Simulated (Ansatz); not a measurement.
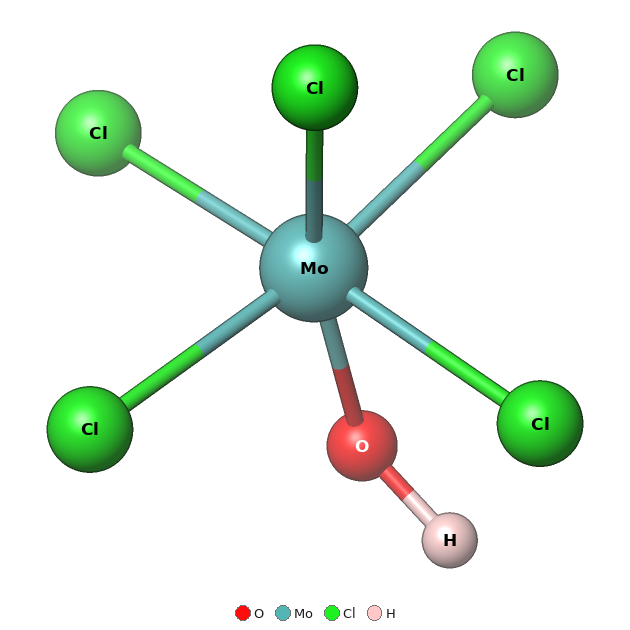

Distant atoms are faded towards the background colour. The species is neutral and a spin singlet. The geometry was computed by an optimisation with PBE0-D4/def2-TZVP.

Q: Which symmetry elements does this geometry have?

A: It has 1 mirror plane, so the point group is Cs. The group has 2 operations. The geometry is achiral, and symmetry allows a dipole moment.
